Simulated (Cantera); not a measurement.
Feed: 1 mol CO2, 5 mol H2O, 0.099 mol O2, held at 1.00 bar.

Equilibrium computed with Cantera from the NASA thermochemical tables; the gas is ideal and each condensed phase is pure. Candidate condensed phases: C, C6H6, C7H8, C8H18, H2O; 110 gas species. The numbers say what is thermodynamically allowed, not how fast it happens.

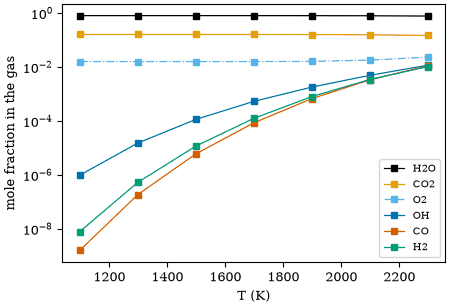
Equilibrium gas composition (values under 1e-9 drawn at 1e-9)

**Question.** Read off the mole fractions at 2298 K.

**Answer.** H2O about 0.79, CO2 about 0.15, O2 about 0.024, OH about 0.012, CO about 0.011, H2 about 0.011.
